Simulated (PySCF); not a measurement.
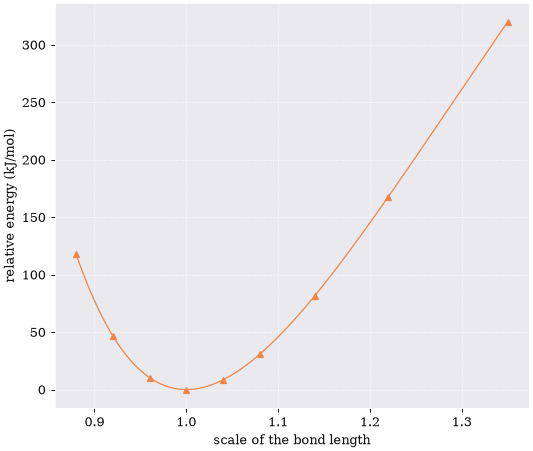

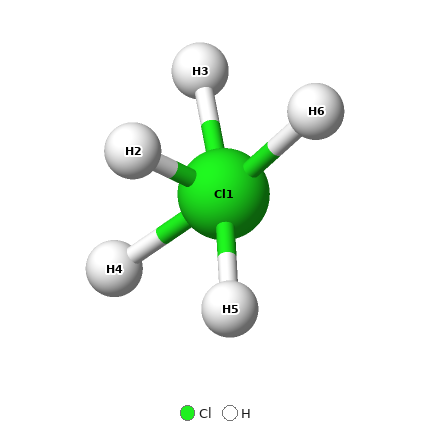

Rigid scan of ClH₅, singlet, from a minimum of the shape that electron-pair counting expects: all bonds to atom 1 scaled (atom 1 is the central atom). BP86/def2-TZVP with PySCF 2.14.0, restricted determinant, no spin-orbit coupling; energies counted from the minimum. Splines pass through the computed points, which are marked.

What does it cost to go to either end of the scan?

117.6 kJ/mol at 0.88 and 320.2 kJ/mol at 1.35.

Give the values at the computed points.

In kJ/mol:
| scale of the bond length | BP86 |
| --- | --- |
| 0.88 | 117.6 |
| 0.92 | 46.7 |
| 0.96 | 10.5 |
| 1.00 | 0.0 |
| 1.04 | 8.5 |
| 1.08 | 30.8 |
| 1.14 | 81.7 |
| 1.22 | 167.9 |
| 1.35 | 320.2 |
